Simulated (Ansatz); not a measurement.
LuTlTeSe (R3m): refractive index against wavelength

The refractive index of LuTlTeSe (R3m) along x below the direct gap (1.68 eV on the mesh) is read from one computed spectrum, n = √(Re ε). x, y and z are the Cartesian axes of the input cell.

Symmetry: R3m, No. 160, trigonal system. Conventional cell: a = 4.251 Å, b = 4.251 Å, c = 24.042 Å, α = 90.00°, β = 90.00°, γ = 120.00°. Tl on site a has 3 Se at 3.41 Å and 3 Te at 3.42 Å as nearest neighbours. Lu on site a has 3 Se at 2.85 Å and 3 Te at 3.05 Å as nearest neighbours. Te on site a has 3 Lu at 3.05 Å and 3 Tl at 3.42 Å as nearest neighbours. Around Se on site a lie 3 Lu at 2.85 Å.

Method: Ansatz 0.2.0, PBE, independent particles, k-mesh 10×10×10 with interpolation inside its cells, Gaussian parameter 0.1 eV.

Launch of the response step: `ansatz run input.yaml --threads 4 --pin off --max-ram 8192MiB --backend cpu --events-out ev --progress --plain --runs-dir out`. The run took 6.7 min, on 4 threads of Arm Neoverse V1, with other jobs on the host.

```tsv
wavelength (nm)	photon energy E (eV)	n
3000	0.413	3.1366
2000	0.620	3.1586
1550	0.800	3.1860
1310	0.946	3.2148
1064	1.165	?
```

In the single-oscillator model n² − 1 = E₀E_d/(E₀² − E²), so 1/(n² − 1) = E₀/E_d − E²/(E₀E_d) is linear in E².

Working, on the rows shown:

| x = E² (eV²) | y = 1/(n² − 1) |
| --- | --- |
| 0.170801 | 0.113144 |
| 0.384302 | 0.111399 |
| 0.639837 | 0.109282 |
| 0.895757 | 0.107124 |

Means: x̄ = 0.52267, ȳ = 0.11024. Σ(x − x̄)(y − ȳ) = -0.002457, Σ(x − x̄)² = 0.2959. Slope = -0.002457 / 0.2959 = -0.008304; intercept = ȳ − slope · x̄ = 0.11458. Turned back into n, the line misses the rows shown by at most 0.00023.

**Question.** What does the fit predict for the withheld row, and how well does it do?

**Answer.** At x = 1.3578 the line gives y = 0.1033, that is 3.2681. The run gave 3.2706, so the extrapolation is off by 0.0025, 1.9 % of the range in the table.

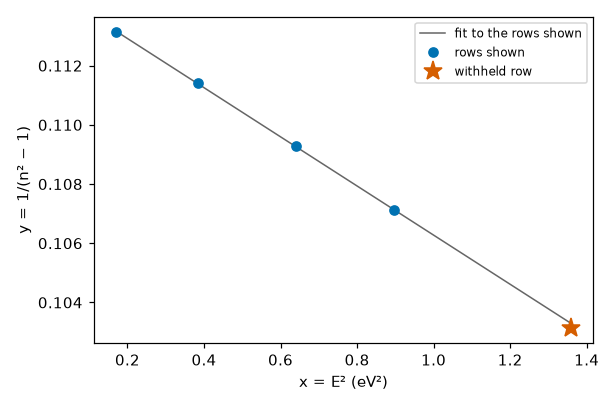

Refitted with all rows, the slope is -0.008441 and the intercept 0.11464. These give E₀ = √(intercept/−slope) = 3.69 eV and E_d = E₀/intercept = 32.1 eV; E₀ is 2.2 times the direct gap. The electronic limit at long wavelengths, without lattice vibrations, is n = √(1 + 1/intercept) = 3.118. The structure is a model and need not exist. Excitons are left out and so are local fields. Spin-orbit coupling is left out.

[Logs are printed without paths, hosts, clocks, repeated set-up lines and the standing remarks that a program may print on its own settings, such as how far it seeks lower states.]
